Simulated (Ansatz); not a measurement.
Geometry relaxation of Si$_{2}$NH$_{5}$O$_{2}$ (part 3 of 3)

Si$_{2}$NH$_{5}$O$_{2}$; RKS PBE0-D4/def2-TZVP (Ansatz 0.2.0). The geometry: PBE-D4/def2-SVP start.

Geometry of the input (Å):
```
O  -1.2497  -0.5057  -1.0820
Si 0.2993  -0.9972  -0.5635
O  0.1787  -2.3353  0.4866
N  0.5879  0.3570  0.5570
Si -0.1445  1.9161  0.6514
H  -1.4847  -0.8310  -1.9681
H  0.6294  -3.1134  0.1143
H  1.2781  0.1447  1.2906
H  0.8096  2.9843  1.1352
H  -0.8210  2.3297  -0.6188
```

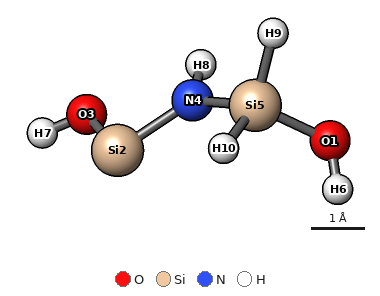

The geometry at step 47 of the log (ball-and-stick view, seen at a tilt; atoms are numbered from 1 in the order of the input).

Trajectory as extended XYZ, continued
```
10
Properties=species:S:1:pos:R:3:forces:R:3 step=34 energy=-21414.39988
O    -1.8848    0.8929   -0.6861    0.0616  -0.0157   0.0532
Si    0.5355   -1.6503   -0.4481    0.0072  -0.0232  -0.0049
O     1.3401   -2.4734    0.7571   -0.0097   0.0029  -0.0051
N     0.4222   -0.1392    0.3708   -0.0314   0.0150  -0.0283
Si   -0.3838    1.2971   -0.1425   -0.0163   0.0307  -0.0044
H    -2.1917    1.3317   -1.4795    0.0012   0.0054  -0.0160
H     1.5294   -3.3912    0.5516    0.0118  -0.0022  -0.0024
H     0.8369   -0.1127    1.2964   -0.0234   0.0165   0.0099
H    -0.4466    2.2012    1.0341   -0.0010  -0.0101   0.0103
H     0.3259    1.9928   -1.2509    0.0001  -0.0192  -0.0123
10
Properties=species:S:1:pos:R:3:forces:R:3 step=36 energy=-21414.40338
O    -1.9169    0.9453   -0.6360    0.0576   0.0715  -0.0644
Si    0.6442   -1.6117   -0.4899    0.0563   0.0618   0.2336
O     1.3290   -2.4832    0.7610   -0.0499   0.0048  -0.1521
N     0.3932   -0.1481    0.3929    0.0682  -0.0668   0.1186
Si   -0.3814    1.2962   -0.1488   -0.0342   0.0018   0.0035
H    -2.2012    1.3374   -1.4644    0.0154  -0.0435   0.0918
H     1.5740   -3.3813    0.5244   -0.0022   0.0415   0.0225
H     0.6946   -0.1556    1.3677   -0.0917  -0.0117  -0.2416
H    -0.3802    2.2381    1.0013   -0.0032  -0.0299  -0.0285
H     0.3280    1.9119   -1.3052   -0.0164  -0.0295   0.0165
10
Properties=species:S:1:pos:R:3:forces:R:3 step=37 energy=-21414.40572
O    -1.9210    0.9570   -0.6256    0.0282   0.0879  -0.1108
Si    0.6693   -1.6034   -0.4932    0.0550   0.0395   0.1750
O     1.3229   -2.4868    0.7647   -0.0330   0.0134  -0.1341
N     0.3895   -0.1498    0.3937    0.0439  -0.0626   0.0906
Si   -0.3786    1.2954   -0.1529   -0.0533  -0.0026   0.0155
H    -2.2072    1.3456   -1.4559    0.0247  -0.0603   0.1267
H     1.5898   -3.3764    0.5200   -0.0104   0.0283   0.0263
H     0.6557   -0.1676    1.3767   -0.0547  -0.0067  -0.1728
H    -0.3648    2.2401    0.9938    0.0021  -0.0129  -0.0269
H     0.3274    1.8949   -1.3184   -0.0026  -0.0241   0.0106
10
Properties=species:S:1:pos:R:3:forces:R:3 step=38 energy=-21414.41015
O    -1.9503    1.0133   -0.5806    0.0543   0.0866  -0.0883
Si    0.8296   -1.5491   -0.5208   -0.0115   0.0835   0.4159
O     1.3200   -2.4952    0.7716   -0.0525   0.0251  -0.2870
N     0.3576   -0.1651    0.4045    0.1314  -0.1421   0.1693
Si   -0.3777    1.2867   -0.1653   -0.0698  -0.0120  -0.0103
H    -2.2418    1.3900   -1.4139    0.0114  -0.0521   0.1049
H     1.6216   -3.3699    0.5101    0.0095   0.0644   0.0572
H     0.4932   -0.2212    1.4165   -0.0648  -0.0512  -0.3475
H    -0.2988    2.2616    0.9513   -0.0017   0.0108  -0.0290
H     0.3297    1.7979   -1.3705   -0.0062  -0.0130   0.0148
10
Properties=species:S:1:pos:R:3:forces:R:3 step=39 energy=-21414.41415
O    -1.9537    1.0305   -0.5690    0.0888   0.0513  -0.0058
Si    0.8365   -1.5459   -0.5158    0.0582   0.0215   0.3037
O     1.3081   -2.5040    0.7736    0.0246  -0.0394  -0.2883
N     0.3524   -0.1702    0.4074   -0.0018  -0.0840   0.2243
Si   -0.3737    1.2850   -0.1681   -0.0668   0.0175  -0.0297
H    -2.2477    1.4038   -1.4012   -0.0117  -0.0205   0.0355
H     1.6708   -3.3543    0.5033   -0.0777   0.1280   0.0865
H     0.4309   -0.2515    1.4232   -0.0035  -0.0146  -0.3231
H    -0.2738    2.2783    0.9308   -0.0105  -0.0207  -0.0126
H     0.3333    1.7772   -1.3812    0.0005  -0.0391   0.0096
10
Properties=species:S:1:pos:R:3:forces:R:3 step=41 energy=-21414.42060 accepted=F
O    -1.9852    1.1394   -0.4966    0.0542   0.0782  -0.0549
Si    1.0371   -1.4298   -0.4984   -0.1086   0.0665   0.2863
O     1.3140   -2.5022    0.7518    0.0022   0.0282  -0.1512
N     0.2730   -0.2071    0.4535    0.0015   0.2666  -0.2668
Si   -0.3749    1.2839   -0.1772    0.1086  -0.4125   0.2313
H    -2.2884    1.4456   -1.3529    0.0052  -0.0419   0.0639
H     1.7334   -3.3193    0.4749    0.0347  -0.0302   0.0304
H     0.2041   -0.4032    1.4502   -0.0776   0.1159  -0.1722
H    -0.1769    2.3472    0.8407    0.0055  -0.0481  -0.0351
H     0.3470    1.5944   -1.4430   -0.0257  -0.0226   0.0683
10
Properties=species:S:1:pos:R:3:forces:R:3 step=42 energy=-21414.42913
O    -1.9798    1.1191   -0.5107    0.0100   0.0366   0.0144
Si    0.9957   -1.4492   -0.4977    0.0174  -0.0183  -0.0082
O     1.3152   -2.5028    0.7527   -0.0187   0.0347  -0.0221
N     0.2852   -0.1903    0.4375    0.0949  -0.2109   0.0652
Si   -0.3759    1.2735   -0.1711   -0.0365   0.1467  -0.0772
H    -2.2827    1.4455   -1.3586    0.0049  -0.0214   0.0266
H     1.7318   -3.3235    0.4817    0.0076   0.0009   0.0083
H     0.2314   -0.3643    1.4357   -0.0511   0.0472   0.0006
H    -0.1855    2.3261    0.8567   -0.0240  -0.0187   0.0068
H     0.3476    1.6149   -1.4234   -0.0045   0.0032  -0.0143
10
Properties=species:S:1:pos:R:3:forces:R:3 step=43 energy=-21414.43466
O    -1.9865    1.1732   -0.4762   -0.0134   0.0358  -0.0044
Si    1.0505   -1.4396   -0.4943   -0.0237   0.0522   0.0670
O     1.3190   -2.5075    0.7560   -0.0219   0.0369  -0.0195
N     0.2649   -0.2072    0.4206    0.0506  -0.1071  -0.0586
Si   -0.3714    1.2766   -0.1828    0.0368   0.0373   0.0656
H    -2.3029    1.4443   -1.3375   -0.0035  -0.0214  -0.0107
H     1.7675   -3.3163    0.5009    0.0053  -0.0017  -0.0026
H     0.1392   -0.3934    1.4101   -0.0033  -0.0084   0.0115
H    -0.1456    2.3206    0.8470   -0.0145  -0.0164  -0.0118
H     0.3484    1.5983   -1.4409   -0.0124  -0.0073  -0.0366
10
Properties=species:S:1:pos:R:3:forces:R:3 step=44 energy=-21414.43722
O    -1.9875    1.2235   -0.4643    0.0960  -0.0397   0.3932
Si    1.0548   -1.4294   -0.4925   -0.0052   0.0172   0.0472
O     1.3210   -2.5053    0.7515   -0.0269   0.0446  -0.0167
N     0.2477   -0.2133    0.4226    0.0457  -0.0981  -0.0343
Si   -0.3698    1.2791   -0.1789    0.0247   0.0863   0.0324
H    -2.2996    1.4039   -1.3425   -0.1208   0.0375  -0.3879
H     1.7807   -3.3070    0.4948    0.0080  -0.0091  -0.0053
H     0.1137   -0.4078    1.4097   -0.0092   0.0004  -0.0033
H    -0.1266    2.3234    0.8452   -0.0111  -0.0215   0.0015
H     0.3487    1.5821   -1.4427   -0.0013  -0.0176  -0.0269
10
Properties=species:S:1:pos:R:3:forces:R:3 step=46 energy=-21414.44860
O    -1.9905    1.3100   -0.4230   -0.0354   0.0799  -0.2414
Si    1.1239   -1.3936   -0.4838   -0.0255  -0.0142   0.0361
O     1.3023   -2.5009    0.7474    0.0334  -0.0365  -0.0253
N     0.2220   -0.2300    0.4043   -0.0198   0.0775  -0.0014
Si   -0.3618    1.2875   -0.1785   -0.0429  -0.0143  -0.0155
H    -2.3098    1.3423   -1.3301    0.1034  -0.0783   0.2618
H     1.7982   -3.2864    0.5065   -0.0021   0.0010   0.0117
H     0.0323   -0.4513    1.3781    0.0002  -0.0184  -0.0620
H    -0.0765    2.3194    0.8435   -0.0055   0.0104   0.0055
H     0.3429    1.5519   -1.4616   -0.0060  -0.0072   0.0305
10
Properties=species:S:1:pos:R:3:forces:R:3 step=47 energy=-21414.46040
O    -1.9823    1.3618   -0.4118   -0.0165   0.0346  -0.2595
Si    1.1254   -1.3811   -0.4830    0.0100   0.0020   0.0171
O     1.2880   -2.5046    0.7356    0.0222  -0.0089  -0.0100
N     0.2211   -0.2180    0.4050   -0.0590  -0.0287   0.0240
Si   -0.3535    1.3037   -0.1749   -0.0282   0.0284   0.0363
H    -2.2981    1.2445   -1.3133    0.0613  -0.0432   0.2596
H     1.7993   -3.2808    0.4967   -0.0199   0.0017   0.0012
H    -0.0062   -0.4639    1.3653    0.0275   0.0180  -0.0668
H    -0.0642    2.3405    0.8419   -0.0084  -0.0091  -0.0108
H     0.3536    1.5470   -1.4588    0.0111   0.0052   0.0089
10
Properties=species:S:1:pos:R:3:forces:R:3 step=48 energy=-21414.43841 accepted=F
O    -1.9744    1.4485   -0.4085   -0.4510  -0.6174  -1.6063
Si    1.1558   -1.3521   -0.4766   -0.0834  -0.0043   0.0393
O     1.2804   -2.4988    0.7261    0.0069  -0.0053  -0.0332
N     0.1849   -0.2216    0.3897    0.0832  -0.0340   0.0794
Si   -0.3474    1.3232   -0.1741   -0.0238   0.0478   0.0861
H    -2.2941    1.1005   -1.2855    0.4885   0.5713   1.5816
H     1.7752   -3.2841    0.4805    0.0018   0.0427   0.0148
H    -0.0288   -0.4647    1.3552   -0.0337   0.0032  -0.1375
H    -0.0437    2.3506    0.8479   -0.0070  -0.0099  -0.0189
H     0.3752    1.5475   -1.4517    0.0184   0.0058  -0.0052
10
Properties=species:S:1:pos:R:3:forces:R:3 step=49 energy=-21414.46939
O    -1.9727    1.3952   -0.4101   -0.0253   0.0168  -0.2307
Si    1.1293   -1.3779   -0.4855    0.0014   0.0173   0.0173
O     1.2826   -2.5019    0.7339    0.0098  -0.0026  -0.0086
N     0.2100   -0.2183    0.3930   -0.0117  -0.0133  -0.0086
Si   -0.3454    1.3158   -0.1765   -0.0300  -0.0006   0.0453
H    -2.2966    1.1755   -1.2884    0.0309  -0.0194   0.2108
H     1.7929   -3.2797    0.4983   -0.0143   0.0009  -0.0008
H    -0.0252   -0.4675    1.3498    0.0128   0.0095  -0.0351
H    -0.0587    2.3466    0.8453    0.0067  -0.0033   0.0003
H     0.3671    1.5612   -1.4567    0.0196  -0.0051   0.0101
10
Properties=species:S:1:pos:R:3:forces:R:3 step=51 energy=-21414.48568
O    -1.9493    1.4496   -0.4281   -0.0272  -0.0435  -0.1641
Si    1.1635   -1.3433   -0.4814   -0.0113   0.0071   0.0271
O     1.2527   -2.4967    0.7171    0.0030  -0.0070  -0.0132
N     0.1997   -0.2065    0.3798   -0.0103   0.0123  -0.0101
Si   -0.3262    1.3414   -0.1826   -0.0216  -0.0188   0.0200
H    -2.3163    1.0119   -1.2014    0.0707   0.0447   0.1648
H     1.7596   -3.2772    0.4841    0.0012   0.0007   0.0004
H    -0.0775   -0.4770    1.3188    0.0022  -0.0041  -0.0139
H    -0.0510    2.3760    0.8377   -0.0028  -0.0015   0.0016
H     0.4280    1.5706   -1.4410   -0.0039   0.0102  -0.0126
10
Properties=species:S:1:pos:R:3:forces:R:3 step=52 energy=-21414.48952
O    -1.9312    1.4957   -0.4516   -0.0001  -0.0245   0.0431
Si    1.1981   -1.3201   -0.4660    0.0249   0.0017  -0.0492
O     1.2339   -2.5008    0.7070   -0.0178   0.0036   0.0251
N     0.1834   -0.2046    0.3630   -0.0729   0.0032   0.0197
Si   -0.3150    1.3551   -0.1915    0.0587   0.0309  -0.0128
H    -2.3246    0.9231   -1.1106   -0.0271  -0.0257  -0.0337
H     1.7605   -3.2711    0.4845    0.0007   0.0010  -0.0057
H    -0.1439   -0.4945    1.2793    0.0106  -0.0100   0.0202
H    -0.0359    2.3888    0.8273    0.0008   0.0132   0.0165
H     0.4578    1.5774   -1.4385    0.0223   0.0067  -0.0231
10
Properties=species:S:1:pos:R:3:forces:R:3 step=53 energy=-21414.49038
O    -1.9288    1.4827   -0.4524    0.0152   0.0059   0.0087
Si    1.1910   -1.3174   -0.4708   -0.0025  -0.0060   0.0101
O     1.2270   -2.4970    0.7047    0.0002   0.0003  -0.0059
N     0.1824   -0.2016    0.3663    0.0067   0.0176  -0.0411
Si   -0.3101    1.3583   -0.1926   -0.0084   0.0050   0.0077
H    -2.3203    0.9043   -1.1081   -0.0017  -0.0103  -0.0099
H     1.7495   -3.2693    0.4789    0.0011  -0.0040   0.0007
H    -0.1366   -0.4884    1.2860   -0.0044  -0.0108   0.0247
H    -0.0393    2.3929    0.8289   -0.0002   0.0070  -0.0045
H     0.4682    1.5845   -1.4380   -0.0059  -0.0046   0.0094
10
Properties=species:S:1:pos:R:3:forces:R:3 step=54 energy=-21414.49028 accepted=F
O    -1.9275    1.4813   -0.4541   -0.0616  -0.0770  -0.0817
Si    1.1921   -1.3155   -0.4699    0.0002  -0.0047   0.0011
O     1.2230   -2.4988    0.7019    0.0136  -0.0184  -0.0070
N     0.1842   -0.1991    0.3673   -0.0018   0.0114   0.0076
Si   -0.3095    1.3609   -0.1905   -0.0007  -0.0053  -0.0170
H    -2.3183    0.8938   -1.1062    0.0626   0.0793   0.0895
H     1.7456   -3.2715    0.4754   -0.0149   0.0203   0.0057
H    -0.1349   -0.4869    1.2874    0.0019  -0.0049  -0.0008
H    -0.0413    2.4004    0.8268   -0.0010  -0.0036   0.0019
H     0.4696    1.5844   -1.4352    0.0017   0.0030   0.0007
10
Properties=species:S:1:pos:R:3:forces:R:3 step=56 energy=-21414.49049
O    -1.9281    1.4775   -0.4536   -0.0110  -0.0067  -0.0090
Si    1.1923   -1.3155   -0.4699   -0.0009  -0.0020   0.0001
O     1.2221   -2.4988    0.7020   -0.0010   0.0008  -0.0015
N     0.1874   -0.1971    0.3682   -0.0011  -0.0003   0.0076
Si   -0.3098    1.3612   -0.1911    0.0033  -0.0017   0.0007
H    -2.3154    0.8927   -1.1069    0.0076   0.0073   0.0091
H     1.7411   -3.2730    0.4744    0.0000   0.0010   0.0009
H    -0.1315   -0.4854    1.2885    0.0030   0.0009  -0.0067
H    -0.0437    2.4005    0.8269   -0.0006  -0.0004   0.0001
H     0.4688    1.5869   -1.4356    0.0006   0.0011  -0.0013
10
Properties=species:S:1:pos:R:3:forces:R:3 step=57 energy=-21414.49050
O    -1.9280    1.4754   -0.4540   -0.0068  -0.0017  -0.0050
Si    1.1909   -1.3160   -0.4707   -0.0002   0.0001   0.0011
O     1.2203   -2.4990    0.7013    0.0013  -0.0009  -0.0011
N     0.1895   -0.1956    0.3692   -0.0003  -0.0007   0.0008
Si   -0.3095    1.3618   -0.1908    0.0018  -0.0018   0.0013
H    -2.3137    0.8897   -1.1072    0.0041   0.0034   0.0045
H     1.7389   -3.2736    0.4738   -0.0016   0.0013   0.0007
H    -0.1288   -0.4840    1.2895    0.0016   0.0010  -0.0017
H    -0.0455    2.4019    0.8270   -0.0002  -0.0009   0.0002
H     0.4691    1.5886   -1.4351    0.0002   0.0003  -0.0008
10
Properties=species:S:1:pos:R:3:forces:R:3 step=58 energy=-21414.49050
O    -1.9282    1.4747   -0.4543   -0.0004   0.0025   0.0015
Si    1.1907   -1.3161   -0.4709   -0.0008   0.0001   0.0000
O     1.2199   -2.4990    0.7012    0.0007  -0.0004  -0.0003
N     0.1903   -0.1952    0.3694    0.0010   0.0008  -0.0013
Si   -0.3097    1.3619   -0.1907    0.0007  -0.0011   0.0003
H    -2.3131    0.8889   -1.1077   -0.0003  -0.0018  -0.0016
H     1.7375   -3.2741    0.4735   -0.0002   0.0002   0.0005
H    -0.1267   -0.4831    1.2902   -0.0006  -0.0004   0.0009
H    -0.0464    2.4018    0.8274    0.0000  -0.0003   0.0002
H     0.4689    1.5892   -1.4350   -0.0001   0.0003  -0.0002
```

Key numbers

| quantity | value |
| --- | --- |
| outcome | converged |
| total energy | −21414.4905 eV |
| mean-field energy | −21414.2928 eV |
| dispersion energy | −0.1978 eV |
| SCF solution under orbital rotations | stable |
| largest force (length of the vector) at the end | 0.003 eV/Å |
| dipole moment | 1.81 D |
| hardware | 4 threads of Intel Xeon @ 2.50GHz, 15 GiB of memory available, shared host |
| wall time | 2.8 min (CPU time 10 min) |
| peak memory | 0.58 GiB |
